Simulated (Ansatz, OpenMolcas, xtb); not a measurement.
## A ladder of methods for C3H4AlF (SMILES C#[C][Al]([CH3])[F])

C3H4AlF: 9 atoms, total charge 0, spin state singlet. SMILES: `C#[C][Al]([CH3])[F]`. The coordinates come from a PBE0-D4/def2-TZVP relaxation.

Each level gives the HOMO–LUMO gap (eV). The values are calculated.

```json
{"level": "GFN0-xTB", "kind": "semi-empirical", "program": "xtb", "value (eV)": "4.80", "CPU time": "under 2 s"}
{"level": "HF/cc-pVDZ", "kind": "Hartree–Fock", "program": "Ansatz", "value (eV)": "12.78", "CPU time": "1.7 s"}
{"level": "SVWN5/cc-pVDZ", "kind": "LDA", "program": "Ansatz", "value (eV)": "4.97", "CPU time": "2.2 s"}
{"level": "PBE/cc-pVDZ", "kind": "GGA", "program": "OpenMolcas", "value (eV)": "5.02", "CPU time": "63 s"}
{"level": "M06-L/cc-pVDZ", "kind": "meta-GGA", "program": "OpenMolcas", "value (eV)": "5.57", "CPU time": "61 s"}
{"level": "PBE0/cc-pVDZ", "kind": "global hybrid", "program": "Ansatz", "value (eV)": "7.08", "CPU time": "4 s"}
{"level": "wB97X/cc-pVDZ", "kind": "range-separated hybrid", "program": "Ansatz", "value (eV)": "11.55", "CPU time": "14 s"}
{"level": "PBE-QIDH/cc-pVDZ", "kind": "double hybrid", "program": "Ansatz", "value (eV)": "10.60", "CPU time": "6.2 s"}
```

The values span 4.80 to 12.78 eV. Orbital gaps aren't excitation energies, and those of double hybrids come from the SCF part alone; they tend to grow with the share of exact exchange. Times are those of the runs behind each value, whatever else they computed, on shared processors of several kinds: orders of magnitude only.

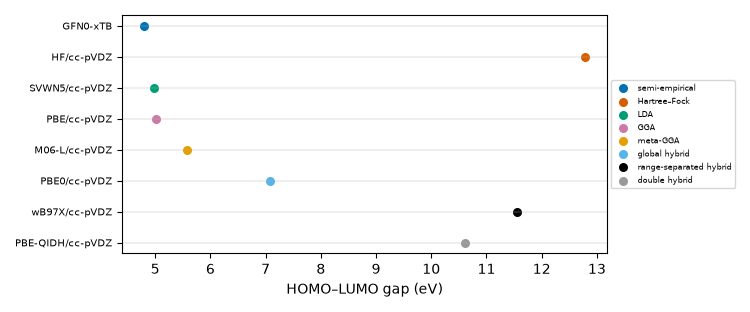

The values of the table, level by level.
